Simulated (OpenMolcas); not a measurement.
**Single-point calculation of N2O (part 2 of 2)**

N2O, SMILES N#[N+][O-]; ACPF/STO-3G, RHF (OpenMolcas 26.06). The geometry comes from this level: PBE0-D4/def2-TZVP.

Geometry of the input (Å):
```
N  -0.5117  1.0013  -0.1679
N  -0.0084  0.0165  -0.0028
O  0.5201  -1.0178  0.1707
```

## The program's output, continued
```
      ALL SINGLE AND DOUBLE REPLACEMENTS

      NUMBER OF ELECTRONS IN CI        16
      TOTAL SPIN QUANTUM NUMBER      0.00

              ORBITALS PER SYMMETRY
                  1
      INACTIVE    8
      ACTIVE      0
      VALENCE     0
      CORE        0
      ONEOCC      0
  Number of vertices                   53                   45

      INTERNAL CONFIGURATIONS (FORMAL)

      NUMBER OF VALENCE STATES               1
      NUMBER OF DOUBLET COUPLED SINGLES      8
      NUMBER OF TRIPLET COUPLED DOUBLES     28
      NUMBER OF SINGLET COUPLED DOUBLES     36

      ONE CLOSED SHELL REFERENCE STATE
      WAVE-FUNCTION SYMMETRY LABEL:  1

      INTERNAL CONFIGURATIONS (REAL)

      NUMBER OF VALENCE STATES               1
      NUMBER OF DOUBLET COUPLED SINGLES      8
      NUMBER OF TRIPLET COUPLED DOUBLES     28
      NUMBER OF SINGLET COUPLED DOUBLES     36

      COEFFICIENTS FOR DIAG      658
      TIME FOR DIAG                0

      COEFFICIENTS FOR ABCI      136
      MAXIMUM NUMBER OF ELEMENTS    15
      TIME FOR ABCI                0

      COEFFICIENTS FOR IJKL     8024
      TIME FOR IJKL                0

      COEFFICIENTS FOR AIBJ     1680
      DIFFERENT TYPES       28       36      448      576      196      252       72
      TIME FOR AIBJ                0

      COEFFICIENTS FOR AIJK     3160
      TIME FOR AIJK                0

      COEFFICIENTS FOR IJ        492

      COEFFICIENTS FOR AI        144
      TIME FOR ONEEL               0
--- Stop Module: guga /rc=_RC_ALL_IS_WELL_ ---

--- Start Module: cpf ---

                                                &CPF

                       available to each process: 1.9 GB of memory, 1 thread

      ************************************************************************************************************************
      *                                                        Title:                                                        *
      *                                                ( No title was given )                                                *
      ************************************************************************************************************************

      Cartesian coordinates in angstrom:
      -----------------------------------------------------
      No.  Label        X            Y            Z
      -----------------------------------------------------
       1   N1        -0.51170000   1.00130000  -0.16790000
       2   N2        -0.00840000   0.01650000  -0.00280000
       3   O3         0.52010000  -1.01780000   0.17070000
      -----------------------------------------------------
      Nuclear repulsion energy =   61.34786172

      This is an  A C P F calculation

      ONE-ELECTRON BASIS:
      ----------------------------

      Symmetry species                                   1

      Orbitals pre-frozen in MOTRA               3       3
      Orbitals used by this program             12      12
      Pre-deleted in MOTRA                       0       0
      Sum: No. of basis functions               15      15

      ORBITAL SPECIFICATION:
      -------------------------------

      Orbitals frozen here                       0       0
      Inactive orbitals                          8       8
      Active orbitals                            0       0
      Additional valence orbitals                0       0
      Virtual orbitals                           4       4
      Orbitals deleted here                      0       0
      Sum: Total no. of orbitals                12      12

      WAVE FUNCTION SPECIFICATION:
      ----------------------------

      Number of electrons in CI                 16
      Internal orbitals in CI                    8
      External orbitals in CI                    4
      Number of irreps                           1
      Spin quantum number                      0.0
      State symmetry                             1

      REFERENCE STATE:
      ------------------------------

      Number of reference states                 1
      One closed shell reference state

      OPTIONS:
      --------

      Print parameter                            5
      Pulay diagonalization
      First order interacting space

      INTERNAL CONFIGURATIONS

      NUMBER OF VALENCE STATES               1
      NUMBER OF DOUBLET COUPLED SINGLES      8
      NUMBER OF TRIPLET COUPLED DOUBLES     28
      NUMBER OF SINGLET COUPLED DOUBLES     36

      FULL-SPACE CONFIGURATIONS (FORMAL)

      NUMBER OF VALENCE STATES               1
      NUMBER OF DOUBLET COUPLED SINGLES     32
      NUMBER OF TRIPLET COUPLED DOUBLES    168
      NUMBER OF SINGLET COUPLED DOUBLES    360

      FULL-SPACE CONFIGURATIONS (REAL)

      NUMBER OF VALENCE STATES               1
      NUMBER OF DOUBLET COUPLED SINGLES     32
      NUMBER OF TRIPLET COUPLED DOUBLES    168
      NUMBER OF SINGLET COUPLED DOUBLES    360

      FORMAL NUMBER OF CONFIGURATIONS     561
        REAL NUMBER OF CONFIGURATIONS     561
  NUMBER OF TWO-ELECTRON INTEGRALS:                 3081

      STATISTICS FOR INTEGRALS, FIRST ENTRY 10**3-10**4

               0         0         0         0       110
             538       254        45       288       539
             213       108       159         0         0
               0         0         0         0         0

      REFERENCE ENERGY     -181.18679847
  ITER      TOTAL ENERGY          CORR ENERGY           DECREASE
   1        -181.18679847           0.00000000        -181.18679847
   2        -181.37941264          -0.19261417          -0.19261417
   3        -181.40556126          -0.21876279          -0.02614862
   4        -181.41265829          -0.22585982          -0.00709703
   5        -181.41558946          -0.22879098          -0.00293117
   6        -181.41696912          -0.23017065          -0.00137967
   7        -181.41834952          -0.23155105          -0.00138040
   8        -181.41836312          -0.23156464          -0.00001359
   9        -181.41836598          -0.23156751          -0.00000287
  10        -181.41836691          -0.23156843          -0.00000092

     CALCULATION CONVERGED

     FINAL ACPF ENERGY        -181.41836691
     FINAL CORRELATION ENERGY   -0.23156843  REFERENCE ENERGY    -181.18679847
     SUM OF SQUARED CPX(BAR)    0.1544

     FIRST ORDER RELATIVISTIC CORRECTIONS
     MASS-VELOCITY               0.00000000
     1-EL DARWIN CONTACT         0.00000000
     TOTAL REL. CORRECTION       0.00000000
     TOTAL REL. ENERGY        -181.41836691

      PRINTOUT OF CI-COEFFICIENTS LARGER THAN      0.05

      WAVE FUNCTION NOT NORMALIZED

      CONFIGURATION      1   COEFFICIENT  1.000000   REFERENCE

      ORBITALS       0  0  1  2  3  4  5  6  7  8
      OCCUPATION     0  0  2  2  2  2  2  2  2  2
      SPIN-COUPLING  0  0  3  3  3  3  3  3  3  3
      SYMMETRY       0  0  1  1  1  1  1  1  1  1

      CONFIGURATION     15   COEFFICIENT  0.062838   DOUBLET

      ORBITALS       0 10  1  2  3  4  5  6  7  8
      OCCUPATION     0  1  2  2  2  1  2  2  2  2
      SPIN-COUPLING  0  1  3  3  3  2  3  3  3  3
      SYMMETRY       0  1  1  1  1  1  1  1  1  1

      CONFIGURATION     18   COEFFICIENT -0.062838   DOUBLET

      ORBITALS       0  9  1  2  3  4  5  6  7  8
      OCCUPATION     0  1  2  2  2  2  1  2  2  2
      SPIN-COUPLING  0  1  3  3  3  3  2  3  3  3
      SYMMETRY       0  1  1  1  1  1  1  1  1  1

      CONFIGURATION     27   COEFFICIENT -0.072560   DOUBLET

      ORBITALS       0 10  1  2  3  4  5  6  7  8
      OCCUPATION     0  1  2  2  2  2  2  2  1  2
      SPIN-COUPLING  0  1  3  3  3  3  3  3  2  3
      SYMMETRY       0  1  1  1  1  1  1  1  1  1

      CONFIGURATION     30   COEFFICIENT -0.072560   DOUBLET

      ORBITALS       0  9  1  2  3  4  5  6  7  8
      OCCUPATION     0  1  2  2  2  2  2  2  2  1
      SPIN-COUPLING  0  1  3  3  3  3  3  3  3  2
      SYMMETRY       0  1  1  1  1  1  1  1  1  1

      CONFIGURATION    288   COEFFICIENT -0.062989   TRIPLET

      ORBITALS      10 11  1  2  3  4  5  6  7  8
      OCCUPATION     1  1  2  2  2  2  2  1  1  2
      SPIN-COUPLING  1  2  3  3  3  3  3  2  2  3
      SYMMETRY       1  1  1  1  1  1  1  1  1  1

      CONFIGURATION    297   COEFFICIENT -0.062989   TRIPLET

      ORBITALS       9 11  1  2  3  4  5  6  7  8
      OCCUPATION     1  1  2  2  2  2  2  1  2  1
      SPIN-COUPLING  1  2  3  3  3  3  3  2  3  2
      SYMMETRY       1  1  1  1  1  1  1  1  1  1

      CONFIGURATION    305   COEFFICIENT -0.104983   TRIPLET

      ORBITALS       9 10  1  2  3  4  5  6  7  8
      OCCUPATION     1  1  2  2  2  2  2  2  1  1
      SPIN-COUPLING  1  2  3  3  3  3  3  3  2  2
      SYMMETRY       1  1  1  1  1  1  1  1  1  1

      CONFIGURATION    535   COEFFICIENT  0.055525   SINGLET

      ORBITALS       9 10  1  2  3  4  5  6  7  8
      OCCUPATION     1  1  2  2  2  1  1  2  2  2
      SPIN-COUPLING  1  2  3  3  3  1  2  3  3  3
      SYMMETRY       1  1  1  1  1  1  1  1  1  1

      CONFIGURATION    646   COEFFICIENT -0.103091   SINGLET

      ORBITALS       0 10  1  2  3  4  5  6  7  8
      OCCUPATION     0  2  2  2  2  2  2  2  0  2
      SPIN-COUPLING  0  3  3  3  3  3  3  3  0  3
      SYMMETRY       0  1  1  1  1  1  1  1  1  1

      CONFIGURATION    655   COEFFICIENT -0.132688   SINGLET

      ORBITALS       9 10  1  2  3  4  5  6  7  8
      OCCUPATION     1  1  2  2  2  2  2  2  1  1
      SPIN-COUPLING  1  2  3  3  3  3  3  3  1  2
      SYMMETRY       1  1  1  1  1  1  1  1  1  1

      CONFIGURATION    664   COEFFICIENT -0.103091   SINGLET

      ORBITALS       0 12  1  2  3  4  5  6  7  8
      OCCUPATION     0  2  2  2  2  2  2  2  1  1
      SPIN-COUPLING  0  3  3  3  3  3  3  3  1  2
      SYMMETRY       0  1  1  1  1  1  1  1  1  1

++    Molecular orbitals:
      -------------------

      Title:  ACPF natural orbitals

      Molecular orbitals for symmetry species 1: a

          Orbital            1         2         3         4         5         6         7         8         9        10
          Occ. No.          2.0000    2.0000    2.0000    1.9980    1.9949    1.9840    1.9801    1.9801    1.9714    1.9107

        1 N1     1s        -0.0000    0.0032    0.9941    0.0077    0.2454   -0.0690   -0.0000   -0.0000   -0.0112    0.0000
        2 N1     1s        -0.0009   -0.0074    0.0280   -0.0284   -0.8791    0.4759    0.0000    0.0001   -0.1294   -0.0000
        3 N1     2px       -0.0003   -0.0018    0.0038    0.0326    0.0445   -0.2027    0.1011   -0.0960    0.1516   -0.4432
        4 N1     2py        0.0005    0.0035   -0.0075   -0.0637   -0.0871    0.3966    0.0680   -0.0289   -0.2967   -0.2982
        5 N1     2pz       -0.0001   -0.0006    0.0013    0.0107    0.0146   -0.0665    0.0975    0.1196    0.0498   -0.4279
        6 N2     1s         0.0004    0.9939   -0.0028   -0.0513    0.0887    0.2041    0.0000    0.0000    0.0451   -0.0000
        7 N2     1s        -0.0062    0.0289   -0.0098    0.0703   -0.1802   -0.7353   -0.0000   -0.0002   -0.1770   -0.0000
        8 N2     2px       -0.0029   -0.0010    0.0026    0.0234    0.0589    0.0569    0.4332   -0.4112   -0.2687   -0.1791
        9 N2     2py        0.0056    0.0020   -0.0050   -0.0459   -0.1152   -0.1111    0.2915   -0.1243    0.5257   -0.1205
       10 N2     2pz       -0.0009   -0.0003    0.0008    0.0077    0.0193    0.0185    0.4181    0.5127   -0.0881   -0.1729
       11 O3     1s         0.9944    0.0003   -0.0000   -0.2549   -0.0010   -0.0501   -0.0000   -0.0000   -0.0154    0.0000
       12 O3     1s         0.0253   -0.0047    0.0000    0.9731    0.0011    0.2764    0.0000    0.0001    0.2325   -0.0000
       13 O3     2px       -0.0026    0.0010   -0.0000    0.0472    0.0311    0.0903    0.3659   -0.3475    0.2393    0.4272
       14 O3     2py        0.0052   -0.0020    0.0000   -0.0923   -0.0609   -0.1766    0.2462   -0.1049   -0.4684    0.2875
       15 O3     2pz       -0.0009    0.0003   -0.0000    0.0155    0.0102    0.0295    0.3532    0.4331    0.0786    0.4124

          Orbital           11        12        13        14        15
          Occ. No.          1.9107    0.1111    0.1111    0.0349    0.0131

        1 N1     1s        -0.0000    0.0000    0.0000   -0.0617    0.1084
        2 N1     1s         0.0000    0.0000   -0.0000    0.3882   -1.0689
        3 N1     2px       -0.4209   -0.4714    0.4965    0.2753   -0.4947
        4 N1     2py       -0.1271   -0.1424    0.3341   -0.5386    0.9680
        5 N1     2pz        0.5245    0.5876    0.4792    0.0903   -0.1623
        6 N2     1s         0.0000   -0.0000   -0.0000    0.1700   -0.0548
        7 N2     1s        -0.0000    0.0001    0.0000   -1.2579    0.6224
        8 N2     2px       -0.1701    0.4768   -0.5022   -0.1443   -0.6677
        9 N2     2py       -0.0514    0.1440   -0.3379    0.2826    1.3066
       10 N2     2pz        0.2120   -0.5944   -0.4847   -0.0475   -0.2191
       11 O3     1s         0.0000    0.0000   -0.0000   -0.0893   -0.0643
       12 O3     1s        -0.0000   -0.0000    0.0000    0.6001    0.5283
       13 O3     2px        0.4057   -0.3307    0.3483   -0.4118   -0.2452
       14 O3     2py        0.1225   -0.0999    0.2344    0.8058    0.4798
       15 O3     2pz       -0.5056    0.4122    0.3362   -0.1352   -0.0805
--

++    Molecular charges:
      ------------------

      Mulliken charges per centre and basis function type
      ---------------------------------------------------

                N1      N2      O3
      1s       3.7675  3.2730  3.8813
      2px      1.1135  1.2519  1.4487
      2pz      1.1347  1.2991  1.5479
      2py      1.0461  1.1024  1.1339
      Total    7.0619  6.9264  8.0117

      N-E     -0.0619  0.0736 -0.0117

      Total electronic charge=   22.000000

      Total            charge=   -0.000000
--

++    Molecular properties:
      ---------------------

      Dipole Moment (debye):
      Origin of the operator (angstrom)=    0.0235   -0.0461    0.0077
                   X=  4.2677E-01               Y= -8.3506E-01               Z=  1.4000E-01           Total=  9.4819E-01
      Quadrupole Moment (debye*angstrom):
      Origin of the operator (angstrom)=    0.0235   -0.0461    0.0077
                  XX= -1.4531E+01              XY=  1.5844E+00              XZ= -2.6569E-01              YY= -1.6822E+01
                  YZ=  5.1991E-01              ZZ= -1.3809E+01
      In traceless form (debye*angstrom)
                  XX=  7.8414E-01              XY=  2.3766E+00              XZ= -3.9854E-01              YY= -2.6520E+00
                  YZ=  7.7987E-01              ZZ=  1.8679E+00
--

--- Stop Module: cpf /rc=_RC_ALL_IS_WELL_ ---

.##################.
.# Happy landing! #.
.##################.

    Timing: Wall=0.96 User=0.64 System=0.31
```

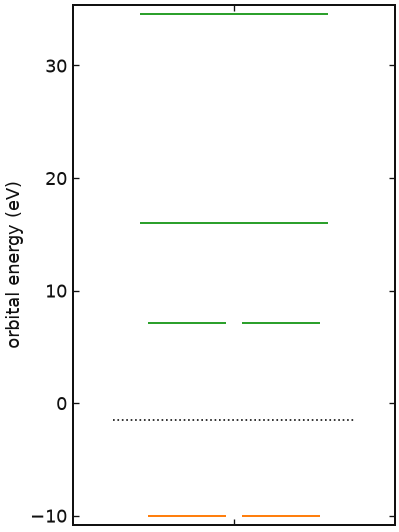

Figure 1. Orbital energies near the frontier; the dotted line parts filled from empty levels, and levels within 0.02 eV of each other stand side by side. Highest filled −10.03 eV, lowest empty 7.08 eV, 17.11 eV apart.

## Results in brief

| quantity | value |
| --- | --- |
| outcome | converged |
| total energy | −181.418367 hartree |
| SCF energy | −181.186798 hartree |
| correlation energy | −0.231568 hartree |
| basis functions | 15 |
| HOMO | −10.03 eV |
| LUMO | 7.08 eV |
| dipole moment | 0.10 debye |
| hardware | 1 thread of Intel Xeon (Granite Rapids), 64 GiB of memory available, shared host |
| wall time | 1.1 s |
| peak memory | 0.37 GiB |
